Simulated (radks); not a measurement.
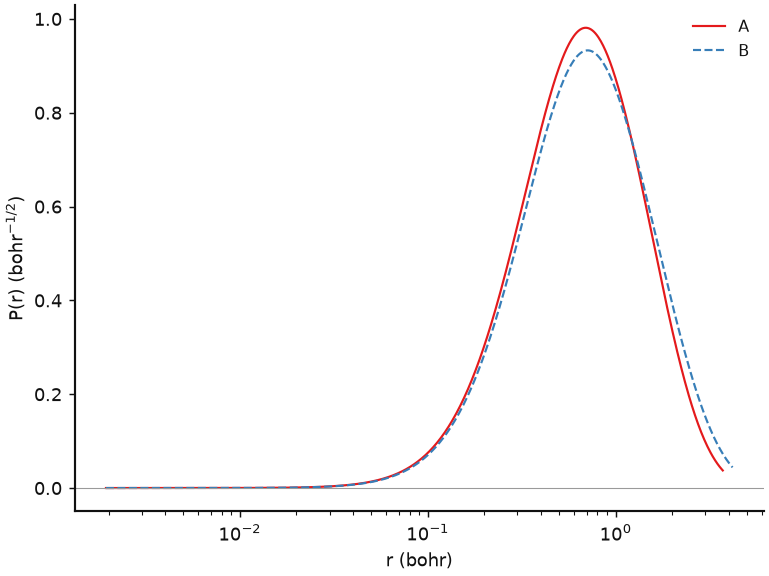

Two charge states of iron were computed: Fe²⁺ in [Ar] 3d6 (open shells shared over both j by 2j + 1); Fe³⁺ in [Ar] 3d5 (open shells shared over both j by 2j + 1). Method: Dirac Kohn-Sham, exchange-only LDA, spin-unpolarised, spherical densities, point nucleus; computed with the in-house radial solver radks.

The plot shows P(r) = r R(r) of the 3d5/2 orbital in both runs (large components where relativistic).

Assign A and B.

Answer. A is Fe³⁺ in [Ar] 3d5 (open shells shared over both j by 2j + 1) (⟨r⟩ = 0.996 bohr, eigenvalue −41.7 eV); B is Fe²⁺ in [Ar] 3d6 (open shells shared over both j by 2j + 1) (⟨r⟩ = 1.09 bohr, eigenvalue −24.4 eV). Fewer electrons screen less, so the orbital shrinks.
